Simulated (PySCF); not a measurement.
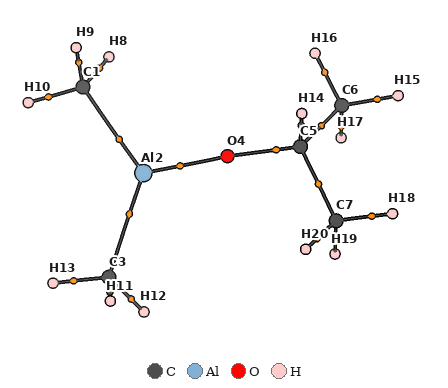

Figure 1: C5H13AlO, SMILES `C[Al](C)OC(C)C`. Molecular graph of the electron density (QTAIM): bond paths, bond critical points (orange), ring points (yellow, if any); weak paths are dashed.

Level of theory: r2SCAN/6-311+G** (PySCF), at a geometry from GFN2-xTB. No frequency check shows the geometry to be a minimum.

How many critical points of each kind are there, and does the count close?

Answer. 20 nuclei, 19 bond, 0 ring and 0 cage critical points: 20 − 19 + 0 − 0 = 1, as the Poincaré–Hopf relation requires.

Give the properties at the bond critical points.

Answer.
| bond | length (Å) | ρ (a.u.) | ∇²ρ (a.u.) | ε | H (a.u.) |
| --- | --- | --- | --- | --- | --- |
| C5–H14 | 1.101 | 0.278 | −0.94 | 0.04 | −0.274 |
| C6–H16 | 1.087 | 0.275 | −0.92 | 0.00 | −0.275 |
| C7–H20 | 1.087 | 0.275 | −0.91 | 0.00 | −0.274 |
| C6–H15 | 1.087 | 0.275 | −0.91 | 0.00 | −0.274 |
| C7–H18 | 1.087 | 0.274 | −0.91 | 0.00 | −0.274 |
| C7–H19 | 1.088 | 0.274 | −0.91 | 0.00 | −0.273 |
| C6–H17 | 1.088 | 0.274 | −0.91 | 0.00 | −0.273 |
| C3–H13 | 1.091 | 0.266 | −0.84 | 0.03 | −0.261 |
| C1–H10 | 1.091 | 0.266 | −0.84 | 0.03 | −0.261 |
| C1–H8 | 1.094 | 0.263 | −0.82 | 0.04 | −0.257 |
| C1–H9 | 1.094 | 0.263 | −0.82 | 0.04 | −0.257 |
| C3–H11 | 1.094 | 0.263 | −0.82 | 0.04 | −0.257 |
| C3–H12 | 1.094 | 0.263 | −0.82 | 0.04 | −0.257 |
| O4–C5 | 1.394 | 0.252 | −0.18 | 0.02 | −0.342 |
| C5–C7 | 1.528 | 0.247 | −0.57 | 0.05 | −0.200 |
| C5–C6 | 1.528 | 0.246 | −0.57 | 0.04 | −0.200 |
| Al2–O4 | 1.651 | 0.102 | +1.02 | 0.03 | +0.012 |
| C1–Al2 | 2.001 | 0.078 | +0.27 | 0.07 | −0.022 |
| Al2–C3 | 2.001 | 0.078 | +0.27 | 0.07 | −0.022 |

What kind of interaction is C7–H19?

Answer. Shared-shell (covalent): ρ = 0.274, ∇²ρ = −0.91, H = −0.273 a.u.

The PySCF run took 4.5 min on 1 thread of Arm Neoverse N1, with other jobs on the host, peak memory 0.92 GiB.
